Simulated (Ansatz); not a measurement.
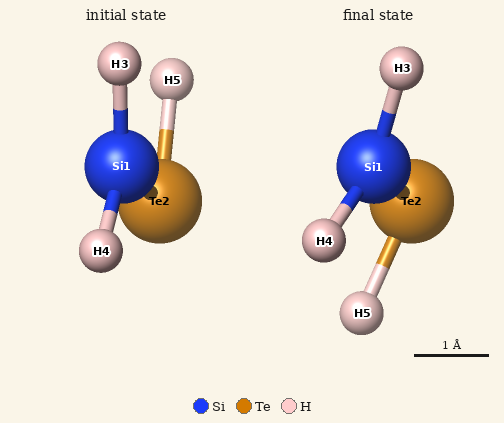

The two relaxed end points of a path for SiH₃Te (charge +1). The picture is a ball-and-stick view, seen from a free direction.

Computed with Ansatz 0.2.0, RKS PBE-D4/def2-SVP.

Run with 7 movable images; climbing image; force threshold 0.05 eV/Å; iteration limit 60.

Start:
```xyz
5

Si   -0.2114   -0.7028    0.0471
Te    1.4308    1.0407   -0.0249
H    -1.6695   -0.3938   -0.0348
H     0.2673   -2.1092    0.1802
H     0.1827    2.1652   -0.1677
```

End:
```xyz
5

Si   -0.4890   -0.5485    0.0242
Te    0.1364    1.7587   -0.1371
H    -1.9434   -0.8813   -0.0067
H     0.5419   -1.6213    0.1520
H     1.7542    1.2925   -0.0324
```

What barrier does the band find between them, and by what path?

The barrier is about 0.91 eV in both directions, with image 4 at the top; the ends have the same energy. The motion is a rotation about the Si1–Te2 bond by about 180°. No bond forms or breaks between the ends. Bond angles that change up to the highest image, for instance: Si1–Te2–H5 88.9° → 72.7°, H3–Si1–H4 120.9° → 114.0°. The band converged in 21 iterations, with a climbing image at the top.

Energies of the converged images:

| image | path (Å) | E (eV) |
| --- | --- | --- |
| 0 | 0.00 | 0.000 |
| 1 | 0.42 | 0.100 |
| 2 | 0.83 | 0.366 |
| 3 | 1.25 | 0.703 |
| 4 | 1.66 | 0.908 |
| 5 | 2.08 | 0.697 |
| 6 | 2.49 | 0.361 |
| 7 | 2.91 | 0.098 |
| 8 | 3.32 | 0.000 |

The geometry at the top of the path:

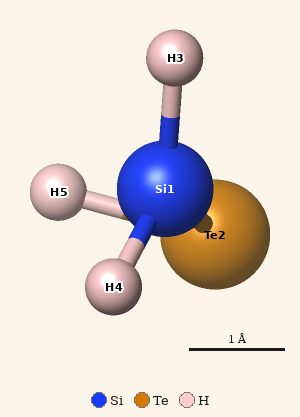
